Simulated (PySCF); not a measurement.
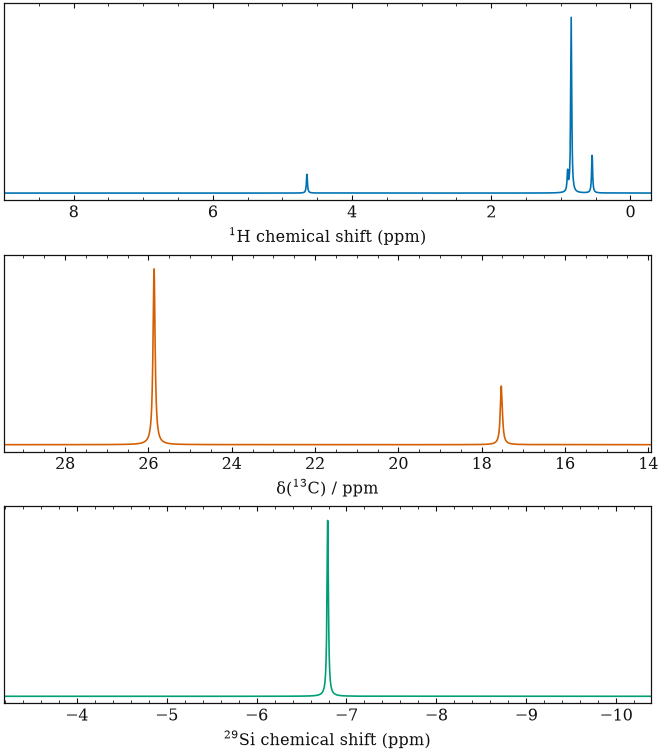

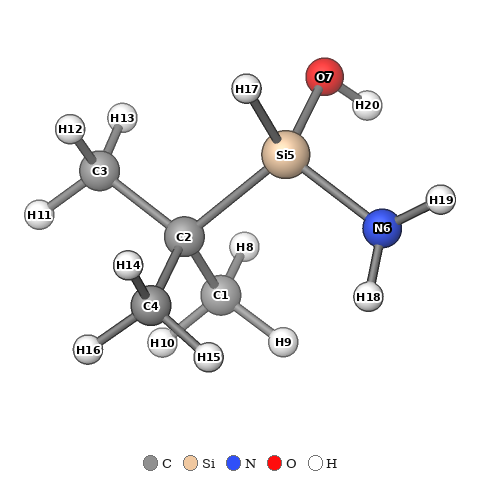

Spectrum and numbered structure of C₄H₁₃NOSi, SMILES CC(C)(C)[Si@@H](N)O. GIAO shifts, PBE0/pcSseg-1 in PySCF, at a PBE0-D3(BJ)/def2-SVP geometry (no frequency check), against TMS for ¹H, TMS for ¹³C and TMS for ²⁹Si computed at the same level. Gas phase, fully decoupled, line heights follow the number of nuclei, widths are arbitrary (no quadrupolar broadening); values of one conformer, averaged over nuclei that symmetry, rotation about single bonds or inversion at nitrogen exchange, these motions taken as fast. Protons on N, O or S are those of the isolated molecule, without hydrogen bonds to neighbours or exchange.

### Assign the ¹H signals to the numbered atoms.

```
δ (ppm)  nuclei                                      atoms
   4.65       1                                        H17
   0.90       1                                        H20
   0.85       9  H8, H9, H10, H11, H12, H13, H14, H15, H16
   0.55       2                                   H18, H19
```

The order of signals that lie close, as those under 0.08 ppm apart, is within the error of the method.

### Assign the ¹³C signals to the numbered atoms.

| δ (ppm) | nuclei | atoms |
| --- | --- | --- |
| 25.9 | 3 | C1, C3, C4 |
| 17.5 | 1 | C2 |

### Where does the ²⁹Si line lie?

At −6.8 ppm (Si5).
